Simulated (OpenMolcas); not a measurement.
# triplet GeSiH6O at 5 levels

We compute a comparison of 5 runs (UHF/STO-3G, UHF/3-21G, UPBE0/def2-SVP, UTPSS/def2-SVP, ROMP2/def2-SVP) of triplet GeSiH6O. 

The results are computed with OpenMolcas 26.06.

**1. The structure to begin with**

GeSiH6O: 9 atoms, total charge 0, spin state triplet. As SMILES of the parent species, `[SiH3][O][GeH3]`. The coordinates come from a PBE0-D4/def2-TZVP relaxation. That shape belongs to the parent species and isn't relaxed for this state.

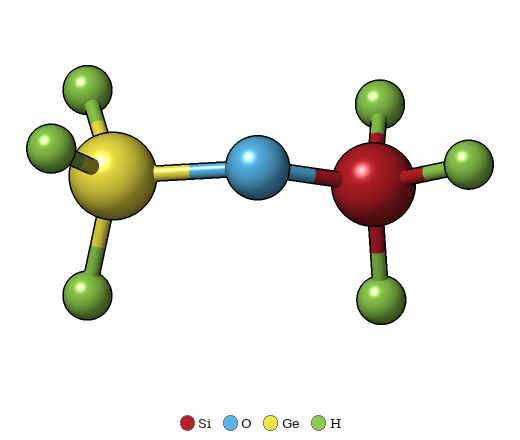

The structure, seen from a chosen angle (silicon red, oxygen blue, germanium yellow, hydrogen green).

**2. The energy at UHF/STO-3G (run 1)**

Input file mol.input:

```
* GeH6OSi Hartree-Fock
>>> EXPORT MOLCAS_PRINT=2

&GATEWAY
 BasLib=$CurrDir
 Coord
 9
 bohr
 Si    -1.29748596     1.95227606    -1.74119365
 O      1.12004067     0.38153570    -0.64137305
 Ge     1.53030022    -1.98326757     1.70396605
 H     -3.20781010     0.21391700    -2.86199022
 H     -0.37000838     3.71293389    -3.71652437
 H     -2.56171273     3.42191607     0.30103337
 H      4.36677913    -2.56171273     1.73287886
 H     -0.03552685    -4.30952043     0.94183950
 H      0.62228681    -0.91538333     4.24942714
 Basis=STO-3G
 Group=NoSym

&SEWARD

&SCF
 UHF
 Spin=3
 Thresholds=1e-10 1e-07 1e-07 1e-05
 PrOrbitals=1 1
```

The basis set STO-3G is read from a file made from the Basis Set Exchange's data (not shown).

Launch:

```sh
export MOLCAS_MEM=1860
pymolcas mol.input > mol.log
```

Log:

```text
--- Start Module: gateway ---
[...]
--- Stop Module: gateway /rc=_RC_ALL_IS_WELL_ ---
--- Start Module: seward ---
[...]
      Basis functions           38
--- Stop Module: seward /rc=_RC_ALL_IS_WELL_ ---
[...]
--- Start Module: scf ---
[...]
       Convergence after  27 Iterations
[...]
::    Total SCF energy                              -2414.4699752611
[...]
      Total spin, S                                     1.0011301976
[...]
      Total electronic charge=   60.000000
      Total            charge=   -0.000000
[...]
      Dipole Moment (debye):
      Origin of the operator (angstrom)=    0.3994   -0.3686    0.2888
                   X= -5.4277E-01               Y=  9.5652E-01               Z= -8.7384E-01           Total=  1.4047E+00
      Quadrupole Moment (debye*angstrom):
[...]
--- Stop Module: scf /rc=_RC_ALL_IS_WELL_ ---
[...]
```

Run time: 4.2 s. Hardware: 1 thread of AMD EPYC 7R43 (Zen 3), shared host; peak memory 0.37 GiB.

**3. The energy at UHF/3-21G (run 2)**

Input file test.input:

```
&gateway
 baslib=$CurrDir
 coord
 9
 angstrom
 Si      -0.686600       1.033100      -0.921400
 O        0.592700       0.201900      -0.339400
 Ge       0.809800      -1.049500       0.901700
 H       -1.697500       0.113200      -1.514500
 H       -0.195800       1.964800      -1.966700
 H       -1.355600       1.810800       0.159300
 H        2.310800      -1.355600       0.917000
 H       -0.018800      -2.280500       0.498400
 H        0.329300      -0.484400       2.248700
 basis=3-21G
 group=NoSym

&seward

&scf
 uhf
 spin=3
 thresholds=1e-10 1e-07 1e-07 1e-05
 prorbitals=0
```

The basis set 3-21G is read from a file made from the Basis Set Exchange's data (not shown).

Launch:

```sh
export MOLCAS_MEM=1860
pymolcas test.input > test.log
```

Log:

```text
--- Start Module: gateway ---
[...]
--- Stop Module: gateway /rc=_RC_ALL_IS_WELL_ ---
--- Start Module: seward ---
[...]
      Basis functions           56
--- Stop Module: seward /rc=_RC_ALL_IS_WELL_ ---
[...]
--- Start Module: scf ---
[...]
       Convergence after  32 Iterations
[...]
::    Total SCF energy                              -2430.4687831408
[...]
      Total spin, S                                     1.0025706685
[...]
      Total electronic charge=   60.000000
      Total            charge=   -0.000000
[...]
      Dipole Moment (debye):
      Origin of the operator (angstrom)=    0.3994   -0.3686    0.2888
                   X= -5.7609E-01               Y=  9.2025E-01               Z= -8.3101E-01           Total=  1.3672E+00
      Quadrupole Moment (debye*angstrom):
[...]
--- Stop Module: scf /rc=_RC_ALL_IS_WELL_ ---
[...]
```

Wall time 6.6 s (1 thread of AMD EPYC 7R43 (Zen 3), shared host); peak memory 0.39 GiB.

Runs 3 to 4 aren't shown in full; the table further down has their settings and results.

**4. A single-point energy at ROMP2/def2-SVP (run 5)**

Input file run.inp:

```
* GeH6OSi ROMP2

&GATEWAY
  BASLIB
  $CurrDir
  BASISSET
  Si.def2-SVP....
  Si1 -0.686600 1.033100 -0.921400 angstrom
  End of Basis
  BASISSET
  O.def2-SVP....
  O2 0.592700 0.201900 -0.339400 angstrom
  End of Basis
  BASISSET
  Ge.def2-SVP....
  Ge3 0.809800 -1.049500 0.901700 angstrom
  End of Basis
  BASISSET
  H.def2-SVP....
  H4 -1.697500 0.113200 -1.514500 angstrom
  H5 -0.195800 1.964800 -1.966700 angstrom
  H6 -1.355600 1.810800 0.159300 angstrom
  H7 2.310800 -1.355600 0.917000 angstrom
  H8 -0.018800 -2.280500 0.498400 angstrom
  H9 0.329300 -0.484400 2.248700 angstrom
  End of Basis

&SEWARD

&SCF
  UHF
  SPIN
  3
  THRESHOLDS
  1e-10 1e-07 1e-07 1e-05
  PRORBITALS
  0

&RASSCF
  FILEORB
  $Project.UnaOrb
  SPIN
  3
  NACTEL
  2 0 0
  INACTIVE
  29
  RAS2
  2
  OUTORBITALS
  Canonical
  ORBLISTING
  Nothing

&CASPT2
  IPEA
  0.0
  FROZEN
  15
```

The basis set def2-SVP is read from a file made from the Basis Set Exchange's data (not shown).

Launch:

```sh
export MOLCAS_MEM=1860
pymolcas run.inp > run.log
```

Log:

```text
--- Start Module: gateway ---
[...]
--- Stop Module: gateway /rc=_RC_ALL_IS_WELL_ ---
[...]
      Basis functions           94
[...]
       Convergence after  36 Iterations
[...]
::    Total SCF energy                              -2442.0281994265
[...]
      Total spin, S                                     1.0040419526
[...]
--- Start Module: rasscf ---
[...]
      Number of active orbitals                  2
[...]
      Spin quantum number                      1.0
[...]
      Active orbitals                            2
[...]
      Number of CSFs                             1
[...]
      Number of root(s) required                 1
[...]
      Convergence after 14 iterations
[...]
      printout of CI-coefficients larger than  0.05 for root  1
      energy=   -2442.022202
      conf/sym  11     Coeff  Weight
             1  uu   1.00000 1.00000
      Natural orbitals and occupation numbers for root  1
      sym 1:   1.000000   1.000000
      ************************************************************************************************************************
      *                                                    Final results                                                     *
[...]
::    RASSCF root number  1 Total energy:  -2442.02220172
[...]
      Total electronic charge=   60.000000
      Total            charge=   -0.000000
[...]
      Dipole Moment (debye):
      Origin of the operator (angstrom)=    0.3994   -0.3686    0.2888
                   X= -5.1424E-01               Y=  1.1484E+00               Z= -1.0774E+00           Total=  1.6565E+00
      Quadrupole Moment (debye*angstrom):
[...]
--- Stop Module: rasscf /rc=_RC_ALL_IS_WELL_ ---
[...]
      E2 (Variational):          -0.5143952464
      Total energy:           -2442.5365969693
[...]
      Reference weight:           0.85382
[...]
::    CASPT2 Root  1     Total energy:  -2442.53659697
[...]
```

It took 41 s on 1 thread of AMD EPYC 7R43 (Zen 3), shared host; peak memory 0.52 GiB.

**5. All runs side by side**

```tsv
run	level	integration grid	frozen core orbitals	energy (Eh)	dipole moment (D)	HOMO energy (eV)	⟨S²⟩	wall time
1	UHF/STO-3G	–	–	-2414.469975	1.40	0.73	2.003	4.2 s
2	UHF/3-21G	–	–	-2430.468783	1.37	-3.45	2.008	6.6 s
3	UPBE0/def2-SVP	UltraFine	–	-2444.235116	0.82	-2.17	2.007	91 s
4	UTPSS/def2-SVP	UltraFine	–	-2444.739614	0.85	-1.46	2.004	2.3 min
5	ROMP2/def2-SVP	–	15	-2442.536597	–	–	–	41 s
```

**6. Summary of results**

| quantity | value |
| --- | --- |
| run 5: total energy | -2442.53660 Eh |

What this shows: Over runs 1, 2, 3, 4 the dipole moment (its size) runs from 0.82 D (UPBE0/def2-SVP) to 1.40 D (UHF/STO-3G). The two ends differ in method and basis. Totals of different functionals can't be ranked against each other. In run 1 the basis is minimal, so the values are rough. All runs together took 4.7 min, the longest 2.3 min.
